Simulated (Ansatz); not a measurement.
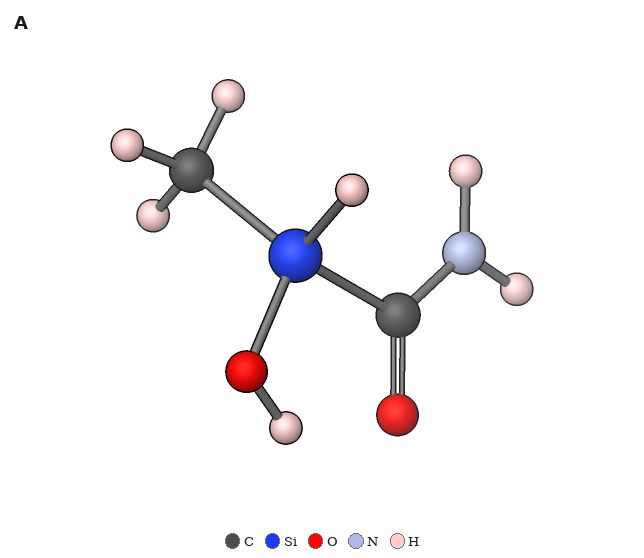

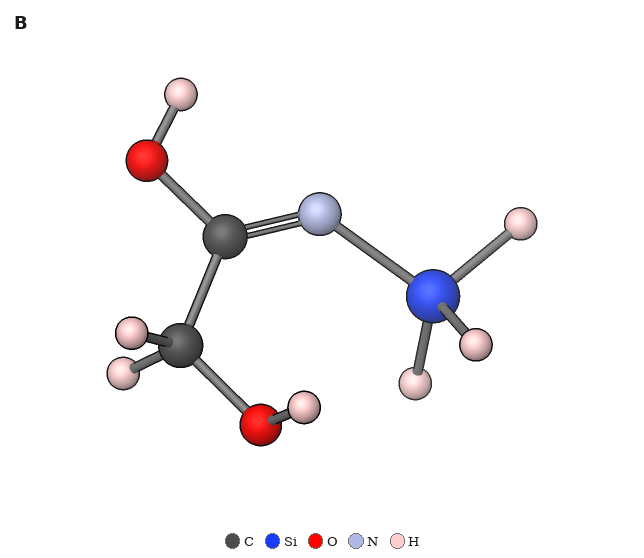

2 stationary structures of one formula. Geometries: PBE-D4/def2-SVP. Electronic energies: PBE-D4/def2-SVP (Ansatz 0.2.0), without zero-point energy. No frequency run is at hand to confirm each as a minimum. Each is one conformer, not always the lowest.

Which structure is the most stable?

A is lowest; B lies 179.7 kJ/mol above it. A is `C[Si@@H](O)C(N)=O`, B is `OC/C(O)=N\[SiH3]`.
